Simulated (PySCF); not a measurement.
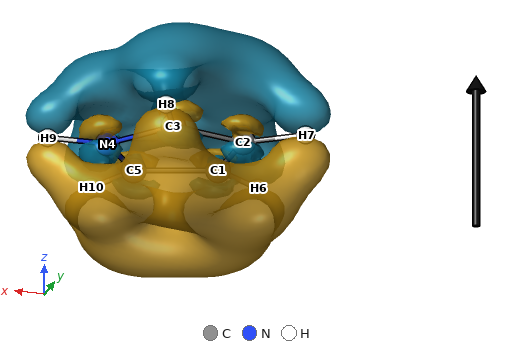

*C$_{4}$H$_{5}$N, SMILES `c1cc[nH]c1`. Change of the electron density in a uniform field of 0.10 V/Å along +z (arrow), surfaces at ±0.0004 e/Å³ (yellow: gain, teal: loss).*

Method: LDA (SVWN)/6-311+G**; geometry: GFN2-xTB; program: PySCF. No frequency check shows the geometry to be a minimum. The basis has diffuse s and p functions alone, which still leaves polarisabilities too small, most of all across bonds.

Coordinates in Å:

```
C1      -0.9747   -0.7067    0.0000
C2      -0.9778    0.7025    0.0000
C3       0.3275    1.1091    0.0000
N4       1.1154    0.0023    0.0000
C5       0.3323   -1.1076    0.0000
H6      -1.8360   -1.3450    0.0000
H7      -1.8418    1.3371    0.0000
H8       0.7482    2.0954    0.0000
H9       2.1214    0.0045    0.0000
H10      0.7574   -2.0920    0.0000
```

**How large is the response?**

The induced dipole is 0.19 D (along the field); α along this axis, from the fields in both directions, is 37 bohr³ (5.4 Å³).

**Which atoms gain and lose the most charge?**

Hardly any: no atom's Hirshfeld charge changes by as much as 0.002 e. The density shifts from one side of each atom to the other; 0.017 electrons are displaced in all.
